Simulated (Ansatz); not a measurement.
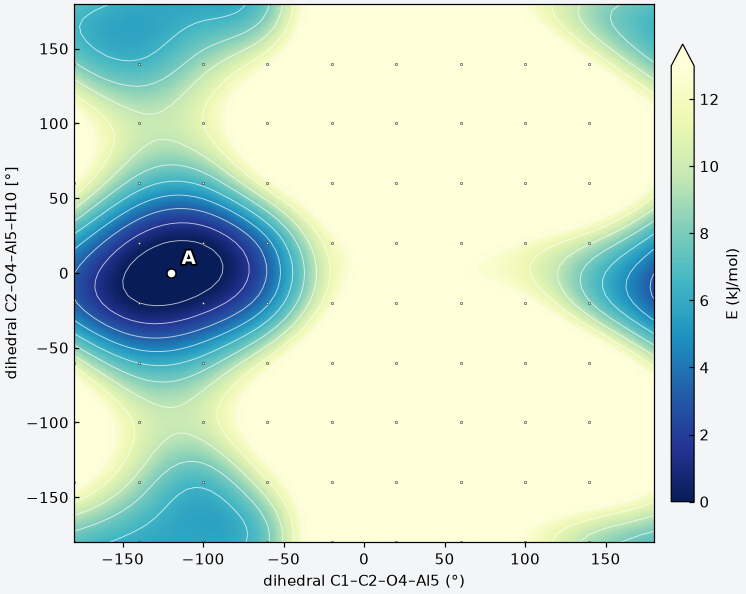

C2H6AlFO, SMILES CC(F)[O][AlH2]. The first coordinate is: dihedral C1–C2–O4–Al5; the second: dihedral C2–O4–Al5–H10. Nothing is relaxed (all other coordinates rigid). The grid has 9 × 9 points. Points are written as (first, second). Energies: kJ/mol, counted from the lowest grid point. These are results of Ansatz, RKS r2SCAN-D4/def2-SVP, not measurements.

In the figure: a smooth colour map with a few white contour lines, dots at the grid points, one colour for all values above the top of the scale, the well A. Between grid points the surface is interpolated.

Estimate the position of the minimum and the force constants in these coordinates. Take the well at A.

Answer. The interpolated minimum is at dihedral C1–C2–O4–Al5 ≈ −120°, dihedral C2–O4–Al5–H10 ≈ 0°. The curvatures there are about 0.082 eV/rad² and 0.18 eV/rad², with a cross term of about −0.037 eV/rad². Round the minimum the valley is somewhat tilted: raising dihedral C1–C2–O4–Al5 shifts the best value of dihedral C2–O4–Al5–H10 upwards (coupling k₁₂/√(k₁₁k₂₂) about −0.3). (1 eV is 96.5 kJ/mol.)
